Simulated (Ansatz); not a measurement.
The structure below was relaxed with r2SCAN in Ansatz (plane waves to 500 eV, PAW, no SOC), earlier PAW set.

```yaml
crystal:
  lattice:
    - [3.93594, 0.00000, 0.00000]
    - [-1.96797, 3.40862, 0.00000]
    - [0.00000, 0.00000, 6.47201]
  atoms:
    - { symbol: Ca, position: [0.33333, 0.66667, 0.75000] }
    - { symbol: Ca, position: [0.66667, 0.33333, 0.25000] }
```

### Question
Find the space group and the Wyckoff positions.

### Answer
Space group P6₃/mmc (No. 194); a = b = 3.936 Å, c = 6.472 Å, α = β = 90.00°, γ = 120.00°

```csv
atom,site,symmetry,x,y,z
Ca,2d,-6m2,0.6667,0.3333,0.2500
```

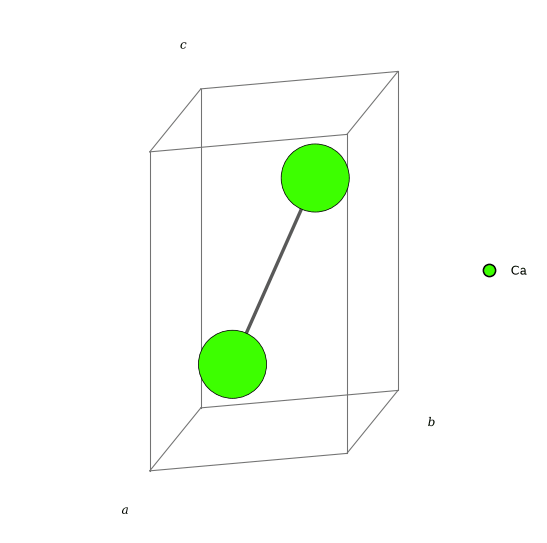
Figure. The conventional cell

Stability against distortions was not tested. The cell was made from Ti by this change: Ti → Ca; the result is a model cell. This is not the structure that Ca has at room temperature and ambient pressure.

Ansatz is a first-principles code.
